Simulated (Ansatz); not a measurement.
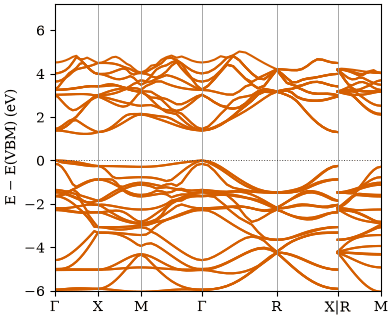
Band structure from PBE with spin–orbit coupling in the plane-wave PAW code Ansatz

Question: Read off the gap and where the band edges lie.

Answer: About 1.2 eV (1.22 eV by a search for the band edges); maximum at Γ, minimum on the Γ–X line, 71 % of the way from Γ.

The material is AlAs in space group Pm-3n (No. 223; Al on 6c, As on 6d).

The start of the workflow was typed in or built on a structure type; neither database checked (COD, Materials Project) lists it. It is not the phase usual at ambient conditions (space group No. 216). The PBE relaxation kept the symmetry of its start; whether a distortion lowers the energy is not shown. The volume moved by 26 % from the start of the relaxation.

Potentials: the earlier of the program's two PAW sets.
